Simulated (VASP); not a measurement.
Band structure of CdSe (zinc blende). Computed with PW91 GGA, VASP's PBE PAW potentials (set 64) (plane waves; VASP).

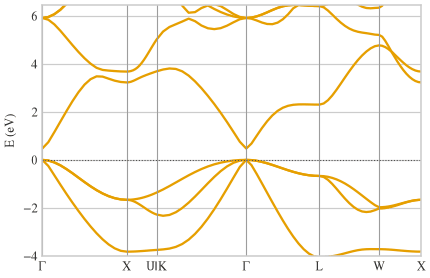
*Bands along high-symmetry lines, zero at the valence-band maximum or, without a gap, the Fermi level*

### Question
Read the plot: is there a gap, and where are the band edges?

### Answer
The gap is direct, 0.47 eV, from the valence maximum at Γ to the conduction minimum at Γ. (Edges off the drawn lines would not show.)

The compound is CdSe in the zinc blende structure, whereas wurtzite is the usual form. It was relaxed first, which changed the volume by +8 %.
